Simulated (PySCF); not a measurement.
Molecule (SMILES): N#N (N2).
Geometry (B3LYP-D3(BJ)/def2-TZVP, fixed):
```
N
N 1 1.0909
```

Basis-set convergence of the lowest singlet excitation energy at PBE with PySCF. Tamm-Dancoff approximation; the state is taken by its order, and sets in which it differs in degeneracy or brightness are left out, yet its character can still change. All functions are spherical. Density fitting with generated auxiliary sets. No added dispersion term, no relativity. Reference: the value in d-aug-cc-pVTZ, 9.303 eV, itself unsure by roughly 0.003 eV (its mean distance from aug-pcseg-3, aug-cc-pVQZ, aug-pcseg-2). Deviations are taken from unrounded values. Cost is core time over that of cc-pVQZ, rough, on shared machines of one kind; a dash marks a row that isn't timed (too short, read off another run, short of memory, by another algorithm or on other hardware).

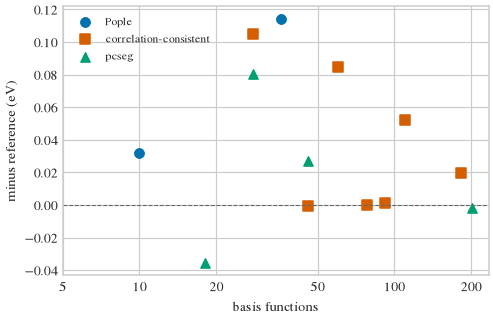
Fig. 1. Deviation from the reference against the number of basis functions, by family of sets.

```json
[
 {"basis": "STO-3G", "functions": "10", "lowest singlet excitation energy (eV)": "9.335", "minus reference (eV)": "0.032", "cost": "-"},
 {"basis": "pcseg-0", "functions": "18", "lowest singlet excitation energy (eV)": "9.267", "minus reference (eV)": "-0.036", "cost": "-"},
 {"basis": "cc-pVDZ", "functions": "28", "lowest singlet excitation energy (eV)": "9.408", "minus reference (eV)": "0.105", "cost": "-"},
 {"basis": "pcseg-1", "functions": "28", "lowest singlet excitation energy (eV)": "9.383", "minus reference (eV)": "0.080", "cost": "-"},
 {"basis": "6-311G**", "functions": "36", "lowest singlet excitation energy (eV)": "9.417", "minus reference (eV)": "0.114", "cost": "-"},
 {"basis": "aug-cc-pVDZ", "functions": "46", "lowest singlet excitation energy (eV)": "9.302", "minus reference (eV)": "-0.001", "cost": "-"},
 {"basis": "aug-pcseg-1", "functions": "46", "lowest singlet excitation energy (eV)": "9.330", "minus reference (eV)": "0.027", "cost": "-"},
 {"basis": "cc-pVTZ", "functions": "60", "lowest singlet excitation energy (eV)": "9.388", "minus reference (eV)": "0.085", "cost": "-"},
 {"basis": "jun-cc-pV(T+d)Z", "functions": "78", "lowest singlet excitation energy (eV)": "9.303", "minus reference (eV)": "0.000", "cost": "-"},
 {"basis": "aug-cc-pVTZ", "functions": "92", "lowest singlet excitation energy (eV)": "9.304", "minus reference (eV)": "0.001", "cost": "0.6×"},
 {"basis": "cc-pVQZ", "functions": "110", "lowest singlet excitation energy (eV)": "9.355", "minus reference (eV)": "0.052", "cost": "1×"},
 {"basis": "cc-pV5Z", "functions": "182", "lowest singlet excitation energy (eV)": "9.323", "minus reference (eV)": "0.020", "cost": "3×"},
 {"basis": "pcseg-4", "functions": "202", "lowest singlet excitation energy (eV)": "9.301", "minus reference (eV)": "-0.002", "cost": "4×"}
]
```
